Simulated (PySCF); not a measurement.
# C₄H₈FO₂Si (doublet): what the fields show

```json
{"atom": "C", "x (Å)": "-1.5971", "y (Å)": "2.4204", "z (Å)": "-0.3615"}
{"atom": "O", "x (Å)": "-0.7696", "y (Å)": "1.7732", "z (Å)": "0.4627"}
{"atom": "Si", "x (Å)": "-0.0635", "y (Å)": "0.3185", "z (Å)": "0.4909"}
{"atom": "F", "x (Å)": "0.4048", "y (Å)": "0.2364", "z (Å)": "2.0279"}
{"atom": "C", "x (Å)": "1.4510", "y (Å)": "0.1653", "z (Å)": "-0.6121"}
{"atom": "C", "x (Å)": "2.7018", "y (Å)": "0.0859", "z (Å)": "-0.1779"}
{"atom": "O", "x (Å)": "-1.2200", "y (Å)": "-0.7731", "z (Å)": "0.2009"}
{"atom": "C", "x (Å)": "-1.1736", "y (Å)": "-2.1755", "z (Å)": "0.2003"}
{"atom": "H", "x (Å)": "-2.1940", "y (Å)": "1.8683", "z (Å)": "-1.0613"}
{"atom": "H", "x (Å)": "-1.7931", "y (Å)": "3.4458", "z (Å)": "-0.1169"}
{"atom": "H", "x (Å)": "1.2850", "y (Å)": "0.1633", "z (Å)": "-1.6843"}
{"atom": "H", "x (Å)": "3.5427", "y (Å)": "0.0158", "z (Å)": "-0.8503"}
{"atom": "H", "x (Å)": "2.9322", "y (Å)": "0.0886", "z (Å)": "0.8743"}
{"atom": "H", "x (Å)": "-0.4378", "y (Å)": "-2.5386", "z (Å)": "-0.5199"}
{"atom": "H", "x (Å)": "-2.1646", "y (Å)": "-2.5355", "z (Å)": "-0.0758"}
{"atom": "H", "x (Å)": "-0.9119", "y (Å)": "-2.5497", "z (Å)": "1.1914"}
```

Geometry: GFN2-xTB.

Theory: PySCF, UKS B3LYP, pcH-1 on C F H O Si, non-relativistic, mean-field spin-orbit, GIAO.

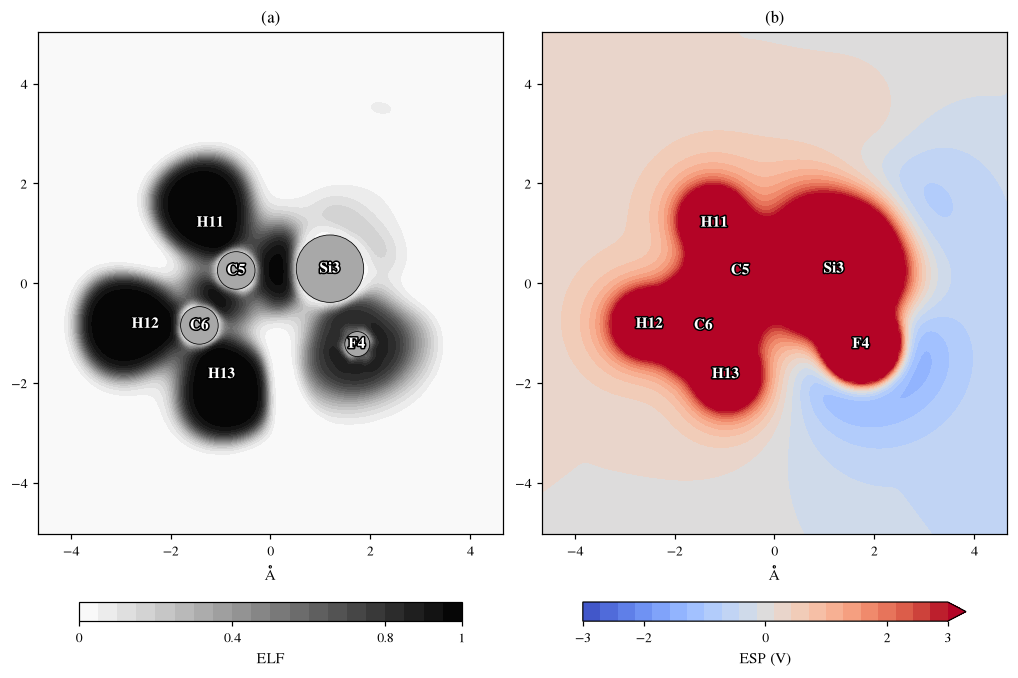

Figure 1. (a) electron localisation function; (b) molecular electrostatic potential on the plane of atoms Si3, C5 and H11. Grey discs cover the atomic cores in the ELF map.

Question: What does the map show?

Answer: The section cuts through Si, F, C and H sites. C–C (1.33 Å): the ELF peaks at about 0.95 between the atoms: a multiple bond. Si–F (1.61 Å): the ELF peaks at about 0.85 in the valence shell of F, 0.6 Å from its nucleus, and is about 0.50 at the midpoint. C–Si (1.88 Å): the ELF peaks at about 1 between the atoms (a covalent bond). C–H (1.08 Å): the ELF climbs to about 1 towards the hydrogen, as it does in any bond to H (a covalent bond by its length). The ELF also peaks beside F4, away from the bonds: non-bonding electrons, paired or unpaired. Outside the dense part of the molecule the potential is most negative (−1.4 V) near F4.

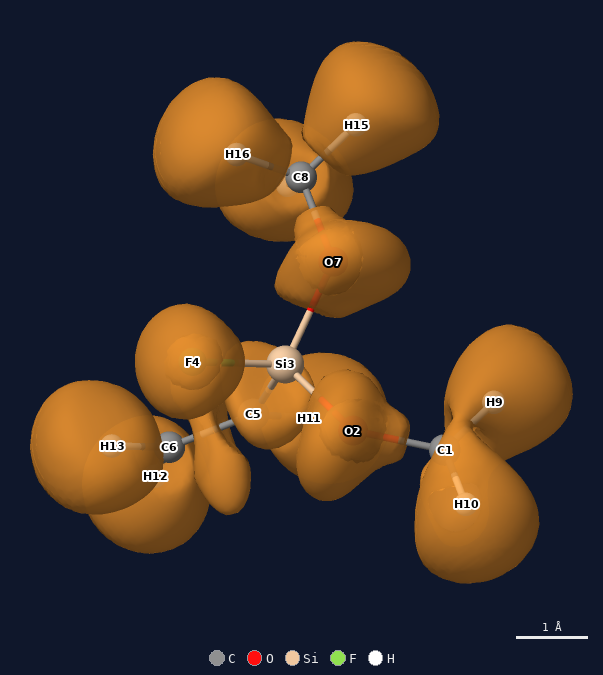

Figure 2. Isosurface of the electron localisation function at 0.75 (orange), seen at an oblique angle. Core shells and regions of very low density are left out.

Question: What do the ELF domains correspond to?

Answer: At this value the surface marks out one region between bonded C–C atoms (shared pairs), one region between bonded C–Si atoms (shared pairs), six regions around hydrogen nuclei, two regions on O in which the atom's valence shell and bonds are merged, one region wrapped around F (its lone pairs, merged into a ring or cap) and one joined region spread over several atoms (C, H), in which their bonds and any lone pairs are merged. Along the contacts the grid gives the following. C–O (1.34 Å): the ELF peaks at about 0.90 between the atoms (a shared but strongly polarised pair).

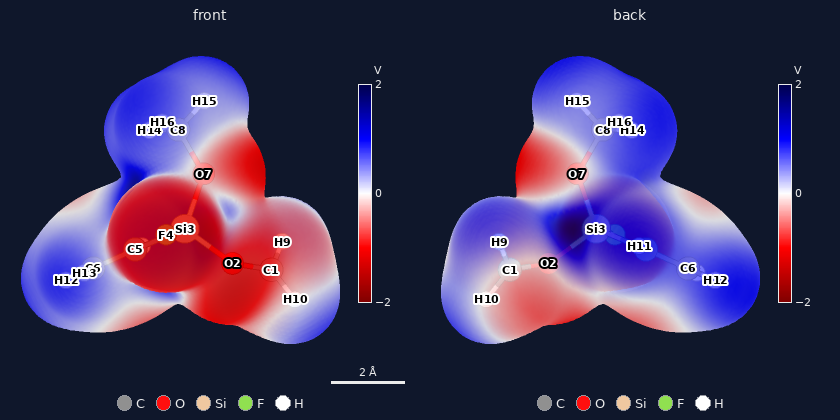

Figure 3. The molecular electrostatic potential painted on the density surface at 0.002 e/bohr³, seen from the front and from behind; red is negative and blue positive.

Question: Describe the electrostatic potential map.

Answer: The most negative region (about −1.3 V) lies over O2 and F4, the most positive (about +1.6 V) over Si3.
